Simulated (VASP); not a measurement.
Band structure of NiSi2 (fluorite). Level of theory: TPSS meta-GGA, VASP's PBE PAW potentials (set 64) (plane waves; VASP).

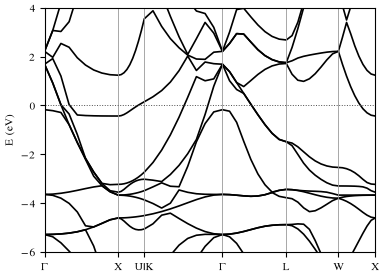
*Bands along high-symmetry lines, zero at the valence-band maximum or, without a gap, the Fermi level*

Read the plot: is there a gap, and where are the band edges?

It has no gap at this level: it comes out as a metal or semimetal.

The compound is NiSi2 in the fluorite structure. It was relaxed first. The run is not spin-polarised, so no magnetic state was tried.
